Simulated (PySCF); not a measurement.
# C₅H₈BrNSi: electronic excitations

Aim: predict the electronic excitations of C₅H₈BrNSi (`N#C[C@@H]1C[SiH2][C@@H]1CBr`).

Computed with PySCF 2.14.0, with density-fitted response routines of our own, on a single molecule in the gas phase. Atoms count from 0, in the outputs and in this text.

## (1) The starting structure

16 atoms, charge 0, multiplicity 1; geometry from: GFN2-xTB.

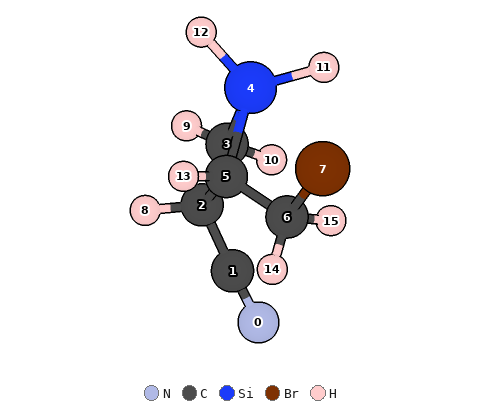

As it starts; nitrogen light blue, carbon dark grey, silicon blue, bromine brown, hydrogen pink, atoms numbered.

## (2) TDDFT and polarisability: B3LYP/def2-SVPD

Job settings and geometry (Å):

```
{"job": {"kind": "uv", "xc": "B3LYP", "basis": "def2-SVPD", "nstates": 8, "ntriplets": 3}, "charge": 0, "multiplicity": 1}
N     -1.888480    -2.359678     0.372782
C     -1.510465    -1.282182     0.451191
C     -1.024147     0.066602     0.500899
C     -1.223317     0.817216    -0.842170
Si     0.606038     1.386352    -0.856431
C      0.521399     0.185779     0.649297
C      1.243358    -1.130054     0.462365
Br     3.169548    -0.825292     0.385259
H     -1.530382     0.580941     1.322221
H     -2.000647     1.575568    -0.792639
H     -1.491502     0.134416    -1.647691
H      1.420677     0.927719    -1.974579
H      0.848651     2.771475    -0.471474
H      0.799135     0.600373     1.621037
H      1.075503    -1.826435     1.285872
H      0.977032    -1.613856    -0.477350
```

With the program's defaults for keys left out, this is: TDDFT B3LYP/def2-SVPD, vertical, gas phase, core orbitals frozen in the response.

On the command line:

```console
OMP_NUM_THREADS=1 python probes_run.py task.json out
```

One launch serves the whole session: the jobs run in the order shown.

The log of the run:

```text
coarse grid: 64544 points
cycle   1  E = -3113.1156922614  dE = -1.964e-01  |g| = 5.155e-01  |ddm| = 6.577e+00
cycle   2  E = -3112.9633958028  dE =  1.523e-01  |g| = 9.711e-01  |ddm| = 2.147e+00
cycle   3  E = -3113.1729914837  dE = -2.096e-01  |g| = 1.983e-01  |ddm| = 1.366e+00
cycle   4  E = -3113.1811079931  dE = -8.117e-03  |g| = 6.487e-02  |ddm| = 2.976e-01
cycle   5  E = -3113.1821561444  dE = -1.048e-03  |g| = 1.295e-02  |ddm| = 1.290e-01
cycle   6  E = -3113.1821990561  dE = -4.291e-05  |g| = 5.307e-03  |ddm| = 3.407e-02
cycle   7  E = -3113.1822053521  dE = -6.296e-06  |g| = 1.227e-03  |ddm| = 1.046e-02
final grid: 135008 points
cycle   8  E = -3113.1821121925  dE =  3.584e-07  |g| = 1.877e-03  |ddm| = 1.596e-02
cycle   9  E = -3113.1821105688  dE =  1.624e-06  |g| = 3.087e-03  |ddm| = 8.853e-03
cycle  10  E = -3113.1821131303  dE = -2.561e-06  |g| = 1.557e-04  |ddm| = 5.443e-03
cycle  11  E = -3113.1821131365  dE = -6.252e-09  |g| = 3.035e-05  |ddm| = 3.477e-04
cycle  12  E = -3113.1821131367  dE = -2.005e-10  |g| = 1.579e-05  |ddm| = 5.847e-05
converged SCF energy = -3113.1821131367

Static polarisability (au): isotropic 107.319, principal 85.665 111.221 125.070

Singlet excitations
state   eV       nm        f      main configurations
  1   5.9148    209.6   0.00191   H->L 0.83, H->L+1 0.12
  2   6.0053    206.5   0.00135   H-1->L 0.79, H-1->L+1 0.16
  3   6.4156    193.3   0.01610   H->L+1 0.63, H-2->L 0.12, H->L 0.12
  4   6.5257    190.0   0.00225   H-2->L 0.61, H-1->L+1 0.14, H->L+1 0.13
  5   6.5758    188.5   0.04916   H-1->L+1 0.59, H-2->L 0.16, H-1->L 0.16
  6   6.7950    182.5   0.00404   H-3->L 0.59, H-2->L+1 0.26
  7   6.8864    180.0   0.01534   H->L+2 0.52, H-2->L+1 0.20, H-3->L 0.13
  8   6.9789    177.7   0.04134   H-2->L+1 0.38, H->L+2 0.31, H-1->L+2 0.14

Triplet excitations (Tamm-Dancoff, eV): 5.3811 5.4459 5.9975
```

It took 2.2 min on 1 thread of Arm Neoverse N1, shared host; peak memory 0.96 GiB.

Frontier orbitals and where they lie:

```
orbital     eV                        atoms
 HOMO−3  -8.66   C3 26 %, Si4 17 %, N0 13 %
 HOMO−2  -8.34   C5 31 %, Si4 20 %, C3 14 %
 HOMO−1  -7.91             Br7 80 %, C6 9 %
   HOMO  -7.84            Br7 75 %, C6 10 %
   LUMO  -0.88  Br7 25 %, Si4 18 %, C6 12 %
 LUMO+1  -0.55   Br7 25 %, Si4 16 %, C6 9 %
 LUMO+2  -0.14   Si4 18 %, Br7 17 %, C6 9 %
```

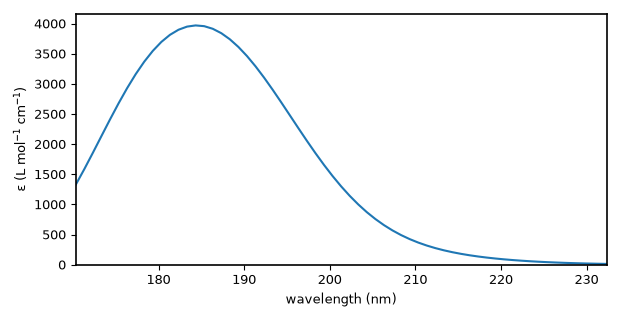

Absorption spectrum: each of the 8 states is a Gaussian band of 0.4 eV half-width at 1/e. Beyond the last state computed it falls off for lack of states.

Ground-state properties from the same run:

```
           property  computed
  dipole moment (D)      3.77
polarisability (Å³)     15.90
 HOMO–LUMO gap (eV)      6.96
      −ε(HOMO) (eV)      7.84
```

## (3) Summary of results

| quantity | value |
| --- | --- |
| lowest singlet (B3LYP/def2-SVPD) | 5.91 eV (210 nm), f = 0.002 |
| brightest single state of those computed | state 5, 6.58 eV, f = 0.049 |
| lowest triplet | 5.38 eV |

In words: The lowest singlet, at 5.91 eV, is HOMO→LUMO 0.83, HOMO→LUMO+1 0.12 and is weak; of the 8 states computed, the strongest absorption comes from state 5 at 6.58 eV (the last state computed is bright too, and its partners may lie past the list). The lowest triplet lies 0.53 eV below the lowest singlet (triplets in Tamm-Dancoff, singlets in full TDDFT).
